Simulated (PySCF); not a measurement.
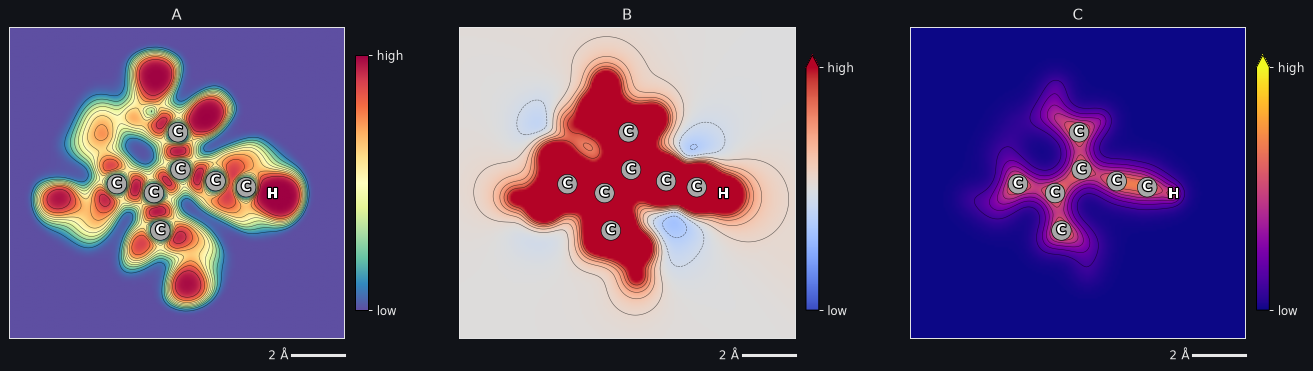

C12H10 (SMILES C#CC1=C(C=C)C(=C)C=CC=C1): 3 fields on the plane of atoms C2, C3 and C12, with unlabelled colour scales. Grey discs cover the atomic cores.

Geometry: GFN2-xTB.

Method: PySCF 2.14.0, wB97X-D/6-31G*, SCF density, gas phase, non-relativistic.

Match the panels to the quantities (electron density, electron localisation function and electrostatic potential).

Panel A: electron localisation function. Panel B: electrostatic potential (strongly positive close to the atoms, with negative regions outside electron-rich atoms). Panel C: electron density. From the grid: C–C (1.20 Å): ρ at the midpoint is about 2.7 e/Å³; the ELF peaks at about 0.85 between the atoms: a short, multiple covalent bond. C–H (1.05 Å): the density is about 2.1 e/Å³ at the midpoint; the ELF climbs to about 1 towards the hydrogen, as it does in any bond to H: an ordinary covalent bond to hydrogen.
